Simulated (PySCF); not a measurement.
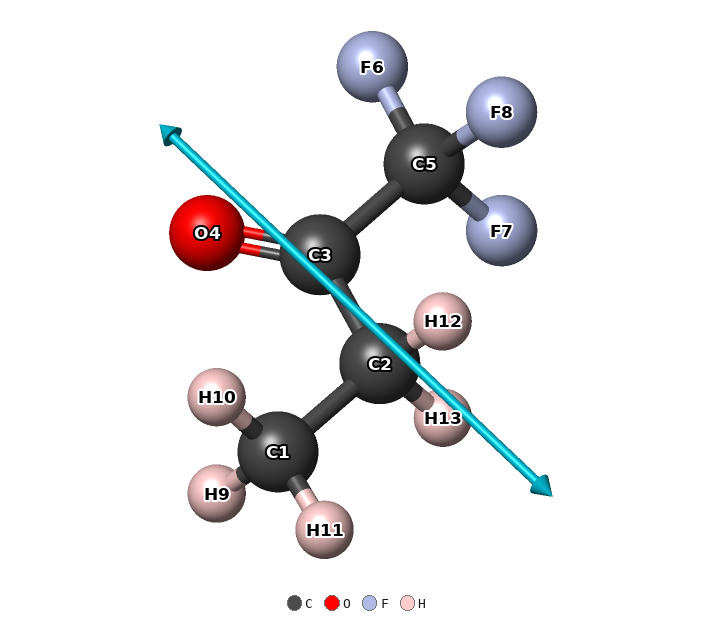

The double arrow shows the direction of the transition dipole to excited singlet state 3 (its length means nothing). Computed geometry: GFN2-xTB optimisation. No frequency run is at hand to confirm it as a minimum. Level of theory: TDDFT ωB97X-D/def2-SVPD, vertical, gas phase, core orbitals frozen in the response (PySCF 2.14.0).

Where does the transition lie, and how strong is it?

8.13 eV (153 nm), oscillator strength 0.069, mainly HOMO−1 → LUMO (weight 0.95); transition dipole 1.50 D.
